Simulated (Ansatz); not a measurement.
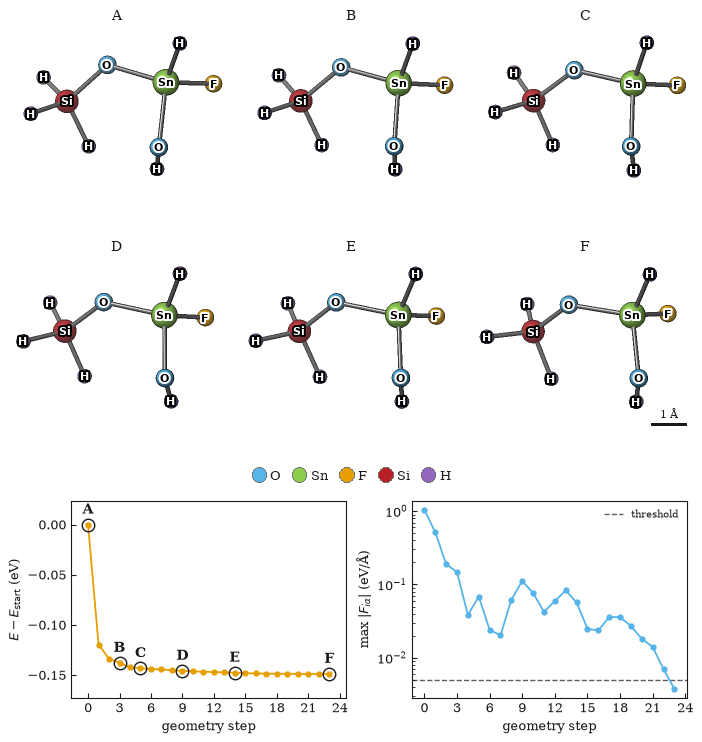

Frames of a relaxation of SnSiH₅O₂F, marked on the history of the run. The picture is a ball-and-stick view, seen from a free direction.

The start comes from PBE-D4/def2-SVP.

The calculation used RKS PBE0-D4/def2-TZVP in Ansatz.

Input
```yaml
crystal:
  periodic: [false, false, false]
  atoms:
    - {symbol: O, position_ang: [-1.207201, -1.254558, 1.324966]}
    - {symbol: Sn, position_ang: [0.644807, -1.339732, 0.599510]}
    - {symbol: F, position_ang: [0.607406, -2.550769, -0.934482]}
    - {symbol: O, position_ang: [1.082388, 0.437729, -0.183346]}
    - {symbol: Si, position_ang: [-0.001283, 1.630075, -0.669646]}
    - {symbol: H, position_ang: [-1.842282, -1.140260, 0.589369]}
    - {symbol: H, position_ang: [1.792289, -1.832402, 1.763730]}
    - {symbol: H, position_ang: [-1.281583, 1.025619, -1.199617]}
    - {symbol: H, position_ang: [-0.356636, 2.541828, 0.474931]}
    - {symbol: H, position_ang: [0.645296, 2.431270, -1.762415]}
basis:
  gaussian: {orbitals: def2-TZVP}
hamiltonian: {xc: pbe0, dispersion: d4}
relax: {f_tol: 0.005, max_steps: 150}
```

Run as
```bash
ansatz run in.yaml --threads 4 --pin off --events-out ev --progress --plain --max-ram 10444MiB
```

What happens along the run?

The atom that moves furthest after the best rigid fit is H9 (0.54 Å). Largest moves by element: H 0.54 Å, O 0.51 Å, F 0.44 Å, Sn 0.08 Å, Si 0.06 Å. Among the contacts that change: Sn2–O4 1.991 → 1.933 Å, O1–Sn2 1.991 → 1.937 Å, O4–Si5 1.683 → 1.640 Å, Sn2–F3 1.955 → 1.912 Å. Among the angles between lasting bonds that change: Sn2–O4–Si5 127.2° → 134.9°, Sn2–O1–H6 109.6° → 113.4°, O4–Si5–H10 108.1° → 110.3°. Groups turn about O4–Si5 by about 45°, Sn2–O4 by about 35°. Over 23 geometry steps the energy falls by 0.149 eV. The largest force component goes from 1 to 0.0038 eV/Å. The run took 100 s on 4 threads of Arm Neoverse V1 (shared host). From step 0 to 3: H6 moves most (0.14 Å), energy −0.138 eV. From step 3 to 5: H6 moves most (0.16 Å), energy −0.005 eV. From step 5 to 9: H9 moves most (0.16 Å), energy −0.003 eV. From step 9 to 14: F3 moves most (0.12 Å), energy −0.002 eV. From step 14 to 23: H atoms move most (0.16 Å), energy −0.001 eV.
